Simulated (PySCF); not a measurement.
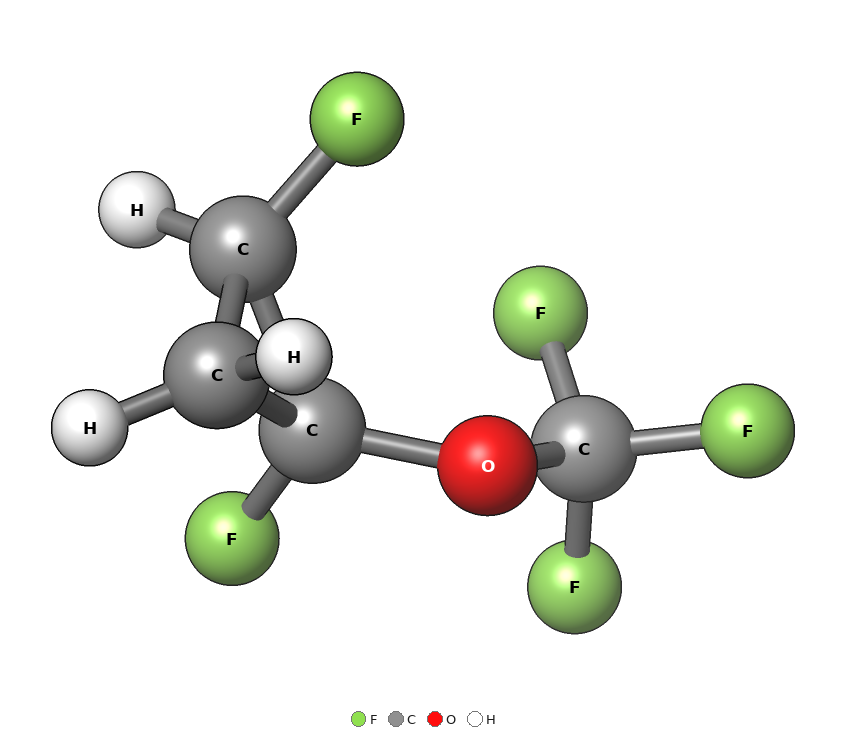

A ball-and-stick model of a molecule.

Computed geometry: GFN2-xTB optimisation. No frequency run is at hand to confirm it as a minimum.

Question: Count the atoms of each element.

Answer: C₄H₃F₅O, 13 atoms: 4 carbon, 3 hydrogen, 5 fluorine and 1 oxygen.

Question: What is the point group of this geometry?

Answer: C1.

Question: How many bonds of each kind are drawn?

Answer: 5 C–F, 3 C–C, 3 C–H, 2 C–O.

Question: Name functional groups in it.

Answer: Among them: ether, C–F bond.

Question: Describe its rings.

Answer: Independent rings (smallest set): 1 of 3 members.

The parts below concern this one geometry. Atoms keep their numbers from picture to picture.

## Shape

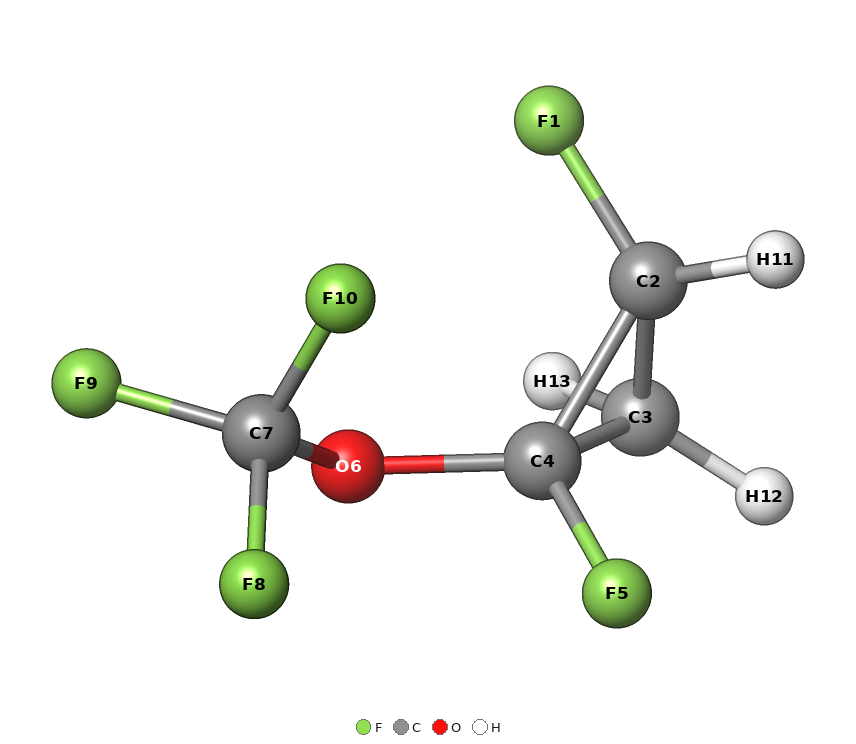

The atoms are numbered. No frequency run is at hand to confirm it as a minimum.

Question: Describe the coordination of atom 6.

Answer: O6 has 2 neighbours (C4 at 1.39, C7 at 1.34 Å); the arrangement is bent.

Question: What is the geometry at C7?

Answer: C7 has 4 neighbours (O6 at 1.34, F8 at 1.34, F9 at 1.32, F10 at 1.33 Å); the arrangement is tetrahedral.

Question: What is the dihedral angle C4–O6–C7–F8?

Answer: 82° in size, that is about perpendicular.

## Electronic properties

No frequency run is at hand to confirm it as a minimum. Method: PBE0/pcSseg-1, gas phase (PySCF 2.14.0).

Question: Estimate the dipole moment.

Answer: 2.99 D.

Question: Estimate the HOMO energy (Kohn–Sham orbital).

Answer: −8.70 eV.

Question: Estimate the LUMO energy (Kohn–Sham orbital).

Answer: 0.84 eV.

## Charges

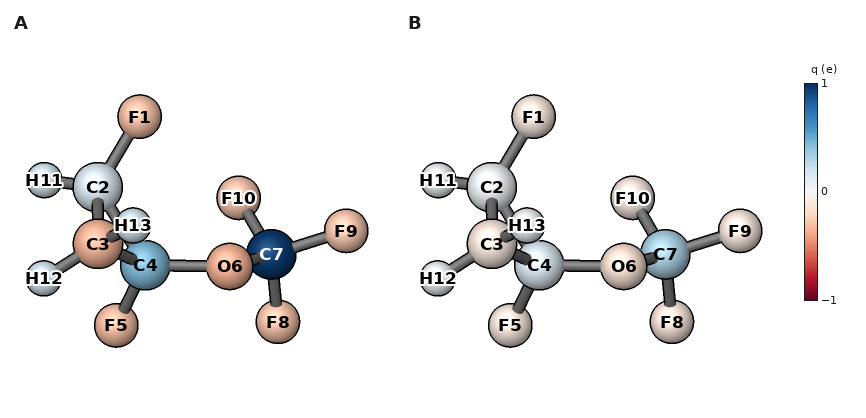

Atomic charges of one calculation by 2 schemes, on one colour scale. No frequency run is at hand to confirm it as a minimum. Computed with PBE0/pcSseg-1 (PySCF 2.14.0).

Question: The schemes are Hirshfeld, IAO. Which panel shows which?

Answer: A IAO, B Hirshfeld.

List the charges (e), one line for each set of equivalent atoms.

```csv
atom,IAO,Hirshfeld
F1,−0.29,−0.10
C2,0.14,0.04
C3,−0.33,−0.10
C4,0.44,0.14
F5,−0.29,−0.10
O6,−0.34,−0.13
C7,0.95,0.31
F8,−0.28,−0.10
F9,−0.26,−0.09
F10,−0.28,−0.09
H11,0.17,0.07
H12,0.18,0.07
H13,0.19,0.07
```

## Ring current

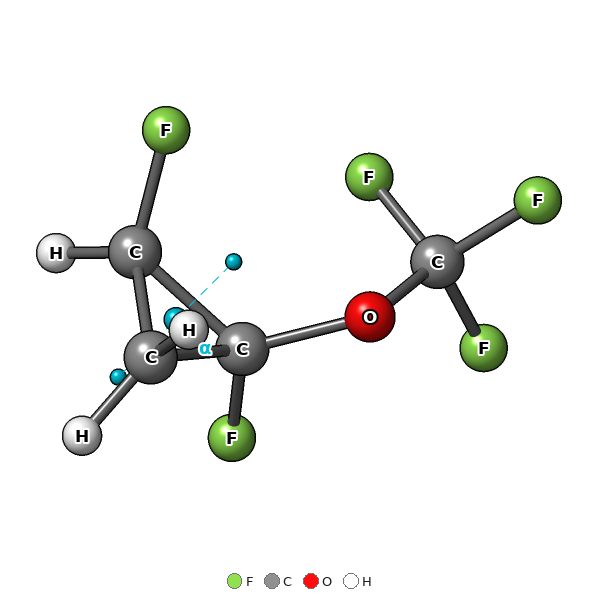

The small points mark where nucleus-independent chemical shifts (NICS) were computed: at the centre of each lettered ring and 1 Å above and below it. No frequency run is at hand to confirm it as a minimum. Method: GIAO PBE0/pcSseg-1 NMR shielding, non-relativistic, gas phase (PySCF 2.14.0).

Give NICS(0), NICS(1) and the out-of-plane component NICS(1)zz for each ring (means of the two sides).

| ring | members | NICS(0) | NICS(1) | NICS(1)zz |
| --- | --- | --- | --- | --- |
| α | C3 | −30.3 | −6.9 | −13.0 |

Values in ppm.

## Quadrupole coupling

No frequency run is at hand to confirm it as a minimum. Electric field gradients from the ground-state density, PBE0/pcSseg-1 (PySCF 2.14.0), non-relativistic apart from any core potentials.

Give the largest field-gradient component, the quadrupole coupling constant and the asymmetry for 17O at O6 (Q = −25.6 mb), 2H at H11 (Q = 2.86 mb), 2H at H12 (Q = 2.86 mb).

| atom | V_zz (a.u.) | e²qQ/h (MHz) | η |
| --- | --- | --- | --- |
| O6 | 1.976 | −11.89 | 0.78 |
| H11 | 0.311 | 0.209 | 0.12 |
| H12 | 0.330 | 0.222 | 0.06 |
